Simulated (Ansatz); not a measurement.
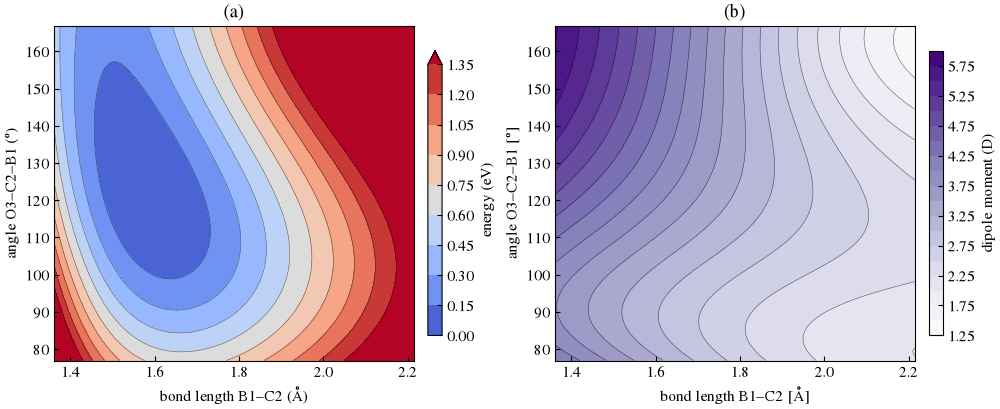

CHBO, SMILES B#CO. First axis: bond length B1–C2. Second axis: angle O3–C2–B1. Nothing is relaxed (all other coordinates rigid). Grid: 15 × 15 points. Points are written as (first, second). Energies are in eV, from the relaxed molecule at the same level. All numbers below come from RHF/def2-TZVP (Ansatz).

Panel (a) is the energy and panel (b) the computed dipole moment on the same grid.

In the figure: filled contours, one colour for all values above the top of the scale. Between grid points the surface is interpolated.

How does the dipole moment vary over the map, and what is it at the lowest grid point?

Leaving out the highest fifth of the energies, it runs from 2.08 D at (2.093 Å, 83.3°) to 5.78 D at (1.361 Å, 166.9°). At the lowest grid point, (1.605 Å, 121.9°), it is 3.85 D.
